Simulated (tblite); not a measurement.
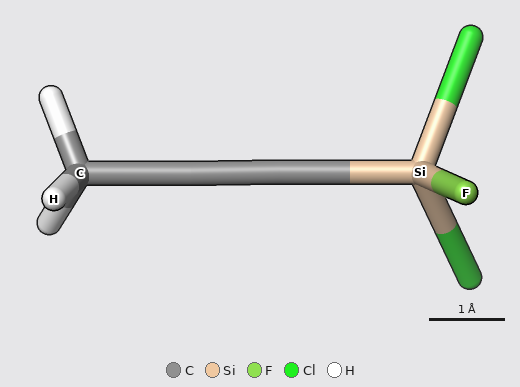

*The structure as given in the input (stick view, seen at a tilt).*

Bond lengths as drawn: Cl–Si 2.04 to 2.05 Å, C–C 1.19 to 1.48 Å, C–H 1.08 to 1.09 Å, C–Si 1.88 Å and F–Si 1.59 Å.

## Geometry relaxation of C3H3Cl2FSi (part 1 of 2)

- system: C3H3Cl2FSi
- method: GFN2-xTB geometry optimisation, gas phase (tblite 0.8.0)

It belongs to a series of runs on one base structure; here: C replaced by Si.

## Input
```
{"job": {"kind": "relax", "xc": "GFN2-xTB", "basis": "xTB"}, "charge": 0, "multiplicity": 1}
C      2.296400    -0.288700    -0.049900
C      0.835000    -0.067600    -0.038700
C     -0.340200     0.099100    -0.008800
Si    -2.195100     0.377300     0.006400
F     -2.541300     1.871800    -0.404400
Cl    -2.947700    -0.017800     1.875000
Cl    -3.122400    -0.942000    -1.248900
H      2.548000    -1.167600    -0.633700
H      2.806600     0.570500    -0.488700
H      2.669500    -0.430400     0.969100
```

The first line tells a small driver script what to run in tblite; the rest is the geometry in Å.

Launch command:
```bash
OMP_NUM_THREADS=1 python <driver script> task.json out
```

## The program's output
```
step      E/eV     max force
  0    -641.94287    3.246
  1    -641.81201    6.381
  2    -642.02489    0.650
  3    -642.03800    0.434
  4    -642.05551    0.652
  5    -642.06592    0.412
  6    -642.07044    0.274
  7    -642.07456    0.261
  8    -642.07776    0.268
  9    -642.07951    0.165
 10    -642.08038    0.103
 11    -642.08123    0.195
 12    -642.08214    0.203
 13    -642.08282    0.112
 14    -642.08314    0.051
 15    -642.08330    0.071
 16    -642.08345    0.078
 17    -642.08362    0.053
 18    -642.08376    0.035
 19    -642.08382    0.017
 20    -642.08385    0.017
 21    -642.08387    0.013
 22    -642.08390    0.018
 23    -642.08396    0.032
 24    -642.08403    0.048
 25    -642.08411    0.039
 26    -642.08416    0.018
 27    -642.08419    0.015
 28    -642.08421    0.020
 29    -642.08423    0.021
 30    -642.08425    0.013
 31    -642.08426    0.015
 32    -642.08429    0.027
 33    -642.08433    0.044
 34    -642.08440    0.051
 35    -642.08445    0.034
 36    -642.08448    0.009
```

## Trajectory as extended XYZ (Å, eV, eV/Å), 37 frames, from step=0 to step=36
```
10
Properties=species:S:1:pos:R:3:forces:R:3 step=0 energy=-641.94287
C     2.2964   -0.2887   -0.0499   -0.8110   0.2780   0.1670
C     0.8350   -0.0676   -0.0387    3.2070  -0.5000  -0.0180
C    -0.3402    0.0991   -0.0088   -2.8540   0.5880  -0.0260
Si   -2.1951    0.3773    0.0064    0.4990  -1.4770   0.5100
F    -2.5413    1.8718   -0.4044   -0.0770   0.3850  -0.1220
Cl   -2.9477   -0.0178    1.8750    0.2620   0.3090  -0.5180
Cl   -3.1224   -0.9420   -1.2489    0.2680   0.4890   0.1760
H     2.5480   -1.1676   -0.6337   -0.1320  -0.1170  -0.0760
H     2.8066    0.5705   -0.4887   -0.1660  -0.0030   0.0360
H     2.6695   -0.4304    0.9691   -0.1960   0.0470  -0.1290
10
Properties=species:S:1:pos:R:3:forces:R:3 step=1 energy=-641.81201
C     2.2849   -0.2847   -0.0475    0.7560  -0.1200  -0.0270
C     0.8808   -0.0748   -0.0389   -6.3150   0.8970   0.1750
C    -0.3810    0.1075   -0.0092    5.9420  -0.7150  -0.1990
Si   -2.1880    0.3562    0.0137   -0.4420  -0.3740   0.2090
F    -2.5424    1.8773   -0.4062    0.0720  -0.3360   0.0800
Cl   -2.9440   -0.0134    1.8676    0.1680   0.2470  -0.3030
Cl   -3.1185   -0.9350   -1.2464    0.1630   0.3380   0.0570
H     2.5461   -1.1692   -0.6348   -0.1190   0.0210   0.0190
H     2.8042    0.5705   -0.4882   -0.1080   0.0080   0.0320
H     2.6667   -0.4297    0.9673   -0.1170   0.0340  -0.0430
10
Properties=species:S:1:pos:R:3:forces:R:3 step=2 energy=-642.02489
C     2.2878   -0.2849   -0.0474   -0.1520   0.0030  -0.0390
C     0.8511   -0.0706   -0.0380   -0.5900   0.0670   0.0620
C    -0.3528    0.1045   -0.0103    0.6440   0.0340  -0.0820
Si   -2.1896    0.3519    0.0156    0.1260  -0.3340   0.1560
F    -2.5421    1.8760   -0.4059    0.1080  -0.4060   0.0990
Cl   -2.9427   -0.0116    1.8652    0.1640   0.2330  -0.2550
Cl   -3.1172   -0.9324   -1.2458    0.1600   0.3080   0.0330
H     2.5453   -1.1693   -0.6348   -0.1620   0.0400   0.0270
H     2.8033    0.5705   -0.4880   -0.1470   0.0160   0.0310
H     2.6658   -0.4295    0.9668   -0.1520   0.0380  -0.0320
10
Properties=species:S:1:pos:R:3:forces:R:3 step=3 energy=-642.03800
C     2.2842   -0.2846   -0.0479   -0.1160   0.0100  -0.0200
C     0.8476   -0.0704   -0.0371    0.2140  -0.0470   0.0350
C    -0.3479    0.1059   -0.0116   -0.1850   0.1350  -0.0530
Si   -2.1869    0.3455    0.0185    0.1920  -0.2220   0.0940
F    -2.5405    1.8700   -0.4045    0.1150  -0.4060   0.1000
Cl   -2.9399   -0.0077    1.8608    0.1290   0.2030  -0.1470
Cl   -3.1145   -0.9272   -1.2451    0.1260   0.2410  -0.0190
H     2.5426   -1.1688   -0.6344   -0.1650   0.0330   0.0180
H     2.8009    0.5708   -0.4875   -0.1530   0.0160   0.0260
H     2.6633   -0.4288    0.9662   -0.1560   0.0360  -0.0330
10
Properties=species:S:1:pos:R:3:forces:R:3 step=4 energy=-642.05551
C     2.2781   -0.2839   -0.0487   -0.0230   0.0130   0.0090
C     0.8455   -0.0709   -0.0351    0.6440  -0.1030   0.0050
C    -0.3439    0.1106   -0.0145   -0.6240   0.1580  -0.0220
Si   -2.1792    0.3317    0.0244    0.2060  -0.0450  -0.0200
F    -2.5357    1.8531   -0.4004    0.1050  -0.3030   0.0750
Cl   -2.9334    0.0021    1.8519    0.0450   0.1330   0.0980
Cl   -3.1081   -0.9149   -1.2449    0.0470   0.0880  -0.1360
H     2.5353   -1.1674   -0.6336   -0.1420  -0.0050  -0.0140
H     2.7941    0.5715   -0.4862   -0.1290   0.0400   0.0000
H     2.6562   -0.4271    0.9646   -0.1280   0.0240   0.0060
10
Properties=species:S:1:pos:R:3:forces:R:3 step=5 energy=-642.06592
C     2.2737   -0.2832   -0.0493    0.0470   0.0060   0.0190
C     0.8461   -0.0718   -0.0333    0.4080  -0.0590  -0.0100
C    -0.3430    0.1160   -0.0174   -0.3430   0.0790  -0.0070
Si   -2.1701    0.3197    0.0287    0.1110   0.0090  -0.0670
F    -2.5301    1.8344   -0.3958    0.0710  -0.1070   0.0220
Cl   -2.9274    0.0124    1.8469   -0.0160   0.0740   0.2750
Cl   -3.1022   -0.9036   -1.2474   -0.0140  -0.0370  -0.2220
H     2.5270   -1.1666   -0.6334   -0.1020  -0.0370  -0.0400
H     2.7864    0.5729   -0.4853   -0.0840   0.0660  -0.0260
H     2.6484   -0.4254    0.9636   -0.0780   0.0080   0.0560
10
Properties=species:S:1:pos:R:3:forces:R:3 step=6 energy=-642.07044
C     2.2728   -0.2830   -0.0493    0.0630  -0.0010   0.0130
C     0.8479   -0.0724   -0.0325    0.0890  -0.0060  -0.0120
C    -0.3428    0.1189   -0.0189    0.0070   0.0060  -0.0030
Si   -2.1648    0.3141    0.0297   -0.0080  -0.0350  -0.0290
F    -2.5264    1.8243   -0.3934    0.0430   0.0210  -0.0130
Cl   -2.9249    0.0184    1.8492   -0.0120   0.0540   0.2680
Cl   -3.0997   -0.8990   -1.2523   -0.0210  -0.0650  -0.2210
H     2.5215   -1.1669   -0.6339   -0.0700  -0.0390  -0.0400
H     2.7816    0.5747   -0.4854   -0.0500   0.0650  -0.0320
H     2.6436   -0.4245    0.9642   -0.0410   0.0000   0.0700
10
Properties=species:S:1:pos:R:3:forces:R:3 step=7 energy=-642.07456
C     2.2732   -0.2828   -0.0491    0.0590  -0.0060   0.0040
C     0.8505   -0.0730   -0.0320   -0.1810   0.0390  -0.0110
C    -0.3415    0.1215   -0.0204    0.2550  -0.0560   0.0030
Si   -2.1606    0.3081    0.0303   -0.1240  -0.0800   0.0310
F    -2.5223    1.8161   -0.3917    0.0210   0.0990  -0.0340
Cl   -2.9228    0.0248    1.8565    0.0200   0.0440   0.1780
Cl   -3.0978   -0.8962   -1.2611   -0.0040  -0.0560  -0.1750
H     2.5153   -1.1678   -0.6352   -0.0300  -0.0230  -0.0260
H     2.7764    0.5776   -0.4861   -0.0140   0.0440  -0.0270
H     2.6386   -0.4237    0.9662   -0.0020  -0.0050   0.0570
10
Properties=species:S:1:pos:R:3:forces:R:3 step=8 energy=-642.07776
C     2.2745   -0.2827   -0.0488    0.0290  -0.0030  -0.0020
C     0.8527   -0.0731   -0.0319   -0.2630   0.0510  -0.0060
C    -0.3392    0.1230   -0.0214    0.2510  -0.0800   0.0120
Si   -2.1594    0.3019    0.0312   -0.1630  -0.0770   0.0640
F    -2.5185    1.8111   -0.3909    0.0140   0.0900  -0.0300
Cl   -2.9207    0.0309    1.8662    0.0540   0.0380   0.0640
Cl   -3.0964   -0.8952   -1.2720    0.0230  -0.0250  -0.1060
H     2.5096   -1.1690   -0.6367    0.0090   0.0020  -0.0050
H     2.7718    0.5809   -0.4872    0.0170   0.0110  -0.0130
H     2.6345   -0.4231    0.9689    0.0290  -0.0070   0.0230
10
Properties=species:S:1:pos:R:3:forces:R:3 step=9 energy=-642.07951
C     2.2758   -0.2826   -0.0486   -0.0140   0.0070  -0.0020
C     0.8533   -0.0729   -0.0321   -0.1620   0.0320  -0.0010
C    -0.3376    0.1228   -0.0215    0.0670  -0.0690   0.0190
Si   -2.1613    0.2976    0.0326   -0.1180  -0.0380   0.0520
F    -2.5159    1.8098   -0.3909    0.0170   0.0310  -0.0120
Cl   -2.9186    0.0350    1.8736    0.0680   0.0330  -0.0040
Cl   -3.0953   -0.8954   -1.2805    0.0420   0.0050  -0.0510
H     2.5065   -1.1697   -0.6378    0.0300   0.0190   0.0100
H     2.7695    0.5830   -0.4881    0.0320  -0.0160   0.0000
H     2.6326   -0.4230    0.9709    0.0390  -0.0040  -0.0110
10
Properties=species:S:1:pos:R:3:forces:R:3 step=10 energy=-642.08038
C     2.2761   -0.2824   -0.0485   -0.0420   0.0140   0.0000
C     0.8524   -0.0724   -0.0323   -0.0390   0.0090   0.0020
C    -0.3378    0.1216   -0.0211   -0.0870  -0.0510   0.0230
Si   -2.1642    0.2954    0.0339   -0.0540  -0.0030   0.0210
F    -2.5145    1.8101   -0.3912    0.0180  -0.0140   0.0020
Cl   -2.9166    0.0373    1.8772    0.0620   0.0290  -0.0160
Cl   -3.0942   -0.8957   -1.2854    0.0470   0.0180  -0.0250
H     2.5058   -1.1697   -0.6381    0.0310   0.0260   0.0150
H     2.7692    0.5836   -0.4886    0.0300  -0.0260   0.0070
H     2.6327   -0.4230    0.9716    0.0340  -0.0010  -0.0300
10
Properties=species:S:1:pos:R:3:forces:R:3 step=11 energy=-642.08123
C     2.2754   -0.2819   -0.0484   -0.0570   0.0180   0.0010
C     0.8506   -0.0718   -0.0324    0.0660  -0.0120   0.0060
C    -0.3394    0.1193   -0.0203   -0.1900  -0.0370   0.0250
Si   -2.1679    0.2934    0.0354    0.0150   0.0260  -0.0190
F    -2.5129    1.8101   -0.3915    0.0150  -0.0440   0.0110
Cl   -2.9135    0.0399    1.8802    0.0450   0.0220  -0.0070
Cl   -3.0922   -0.8956   -1.2902    0.0430   0.0240  -0.0070
H     2.5058   -1.1692   -0.6381    0.0230   0.0280   0.0170
H     2.7695    0.5836   -0.4888    0.0200  -0.0280   0.0120
H     2.6334   -0.4230    0.9716    0.0200   0.0040  -0.0400
10
Properties=species:S:1:pos:R:3:forces:R:3 step=12 energy=-642.08214
C     2.2736   -0.2811   -0.0482   -0.0540   0.0170   0.0010
C     0.8477   -0.0711   -0.0324    0.1180  -0.0260   0.0100
C    -0.3429    0.1157   -0.0189   -0.1990  -0.0330   0.0250
Si   -2.1720    0.2912    0.0369    0.0690   0.0420  -0.0530
F    -2.5107    1.8090   -0.3916    0.0050  -0.0470   0.0140
Cl   -2.9089    0.0435    1.8834    0.0210   0.0110   0.0130
Cl   -3.0889   -0.8948   -1.2960    0.0310   0.0230   0.0040
H     2.5062   -1.1680   -0.6377    0.0070   0.0240   0.0130
H     2.7702    0.5831   -0.4888    0.0030  -0.0210   0.0120
H     2.6346   -0.4229    0.9708    0.0000   0.0090  -0.0390
10
Properties=species:S:1:pos:R:3:forces:R:3 step=13 energy=-642.08282
C     2.2711   -0.2801   -0.0482   -0.0310   0.0110  -0.0020
C     0.8450   -0.0706   -0.0320    0.0870  -0.0250   0.0130
C    -0.3467    0.1119   -0.0174   -0.1030  -0.0400   0.0210
Si   -2.1744    0.2894    0.0376    0.0730   0.0340  -0.0550
F    -2.5087    1.8072   -0.3913   -0.0080  -0.0190   0.0060
Cl   -2.9044    0.0471    1.8861    0.0030   0.0030   0.0210
Cl   -3.0854   -0.8934   -1.3010    0.0160   0.0150   0.0070
H     2.5064   -1.1665   -0.6371   -0.0090   0.0150   0.0050
H     2.7706    0.5824   -0.4886   -0.0130  -0.0060   0.0080
H     2.6353   -0.4227    0.9695   -0.0150   0.0120  -0.0250
10
Properties=species:S:1:pos:R:3:forces:R:3 step=14 energy=-642.08314
C     2.2694   -0.2794   -0.0482   -0.0040   0.0040  -0.0040
C     0.8439   -0.0706   -0.0316    0.0250  -0.0170   0.0120
C    -0.3488    0.1091   -0.0163    0.0010  -0.0470   0.0160
Si   -2.1744    0.2888    0.0371    0.0390   0.0170  -0.0290
F    -2.5078    1.8057   -0.3911   -0.0160   0.0110  -0.0020
Cl   -2.9020    0.0491    1.8877    0.0010   0.0010   0.0110
Cl   -3.0833   -0.8922   -1.3034    0.0060   0.0070   0.0040
H     2.5062   -1.1655   -0.6368   -0.0150   0.0060  -0.0020
H     2.7704    0.5820   -0.4884   -0.0190   0.0080   0.0020
H     2.6353   -0.4223    0.9684   -0.0180   0.0120  -0.0080
10
Properties=species:S:1:pos:R:3:forces:R:3 step=15 energy=-642.08330
C     2.2687   -0.2791   -0.0484    0.0120  -0.0010  -0.0040
C     0.8437   -0.0710   -0.0311   -0.0150  -0.0110   0.0100
C    -0.3495    0.1070   -0.0156    0.0510  -0.0470   0.0130
Si   -2.1735    0.2889    0.0364    0.0070   0.0060  -0.0040
F    -2.5077    1.8053   -0.3910   -0.0160   0.0240  -0.0070
Cl   -2.9011    0.0499    1.8884    0.0060   0.0020  -0.0040
Cl   -3.0823   -0.8916   -1.3041    0.0030   0.0030   0.0010
H     2.5058   -1.1650   -0.6366   -0.0140   0.0000  -0.0070
H     2.7700    0.5820   -0.4882   -0.0190   0.0160  -0.0020
H     2.6349   -0.4219    0.9678   -0.0140   0.0090   0.0050
10
Properties=species:S:1:pos:R:3:forces:R:3 step=16 energy=-642.08345
C     2.2683   -0.2788   -0.0485    0.0230  -0.0040  -0.0030
C     0.8439   -0.0716   -0.0306   -0.0370  -0.0070   0.0060
C    -0.3496    0.1043   -0.0147    0.0670  -0.0390   0.0090
Si   -2.1726    0.2894    0.0355   -0.0200  -0.0010   0.0190
F    -2.5081    1.8056   -0.3911   -0.0120   0.0250  -0.0080
Cl   -2.9002    0.0505    1.8889    0.0110   0.0040  -0.0190
Cl   -3.0815   -0.8911   -1.3046    0.0010   0.0020  -0.0010
H     2.5052   -1.1645   -0.6367   -0.0100  -0.0060  -0.0120
H     2.7692    0.5823   -0.4882   -0.0160   0.0210  -0.0070
H     2.6343   -0.4213    0.9674   -0.0070   0.0060   0.0160
10
Properties=species:S:1:pos:R:3:forces:R:3 step=17 energy=-642.08362
C     2.2682   -0.2786   -0.0487    0.0260  -0.0060   0.0000
C     0.8441   -0.0726   -0.0298   -0.0370  -0.0050   0.0020
C    -0.3495    0.1004   -0.0133    0.0470  -0.0240   0.0050
Si   -2.1719    0.2900    0.0348   -0.0330  -0.0030   0.0310
F    -2.5088    1.8063   -0.3914   -0.0040   0.0150  -0.0060
Cl   -2.8989    0.0513    1.8893    0.0120   0.0050  -0.0290
Cl   -3.0805   -0.8905   -1.3054   -0.0010   0.0030  -0.0020
H     2.5045   -1.1641   -0.6370   -0.0020  -0.0110  -0.0140
H     2.7681    0.5830   -0.4882   -0.0130   0.0230  -0.0100
H     2.6336   -0.4206    0.9672    0.0040   0.0030   0.0220
10
Properties=species:S:1:pos:R:3:forces:R:3 step=18 energy=-642.08376
C     2.2684   -0.2784   -0.0489    0.0170  -0.0050   0.0030
C     0.8442   -0.0737   -0.0291   -0.0160  -0.0070  -0.0010
C    -0.3495    0.0962   -0.0119    0.0080  -0.0060   0.0020
Si   -2.1718    0.2906    0.0347   -0.0250  -0.0010   0.0250
F    -2.5093    1.8072   -0.3917    0.0040   0.0010  -0.0020
Cl   -2.8974    0.0522    1.8893    0.0070   0.0060  -0.0250
Cl   -3.0795   -0.8899   -1.3063   -0.0020   0.0050   0.0000
H     2.5038   -1.1639   -0.6375    0.0070  -0.0090  -0.0120
H     2.7669    0.5841   -0.4884   -0.0110   0.0180  -0.0090
H     2.6330   -0.4199    0.9673    0.0120   0.0000   0.0200
10
Properties=species:S:1:pos:R:3:forces:R:3 step=19 energy=-642.08382
C     2.2688   -0.2783   -0.0489    0.0050  -0.0030   0.0040
C     0.8442   -0.0744   -0.0287    0.0030  -0.0100  -0.0020
C    -0.3497    0.0939   -0.0110   -0.0170   0.0030   0.0010
Si   -2.1722    0.2909    0.0350   -0.0080   0.0010   0.0090
F    -2.5095    1.8077   -0.3920    0.0070  -0.0070   0.0000
Cl   -2.8964    0.0529    1.8891    0.0000   0.0040  -0.0110
Cl   -3.0789   -0.8895   -1.3070   -0.0030   0.0060   0.0010
H     2.5036   -1.1639   -0.6380    0.0110  -0.0030  -0.0070
H     2.7660    0.5849   -0.4887   -0.0110   0.0090  -0.0050
H     2.6330   -0.4195    0.9677    0.0140  -0.0010   0.0100
```
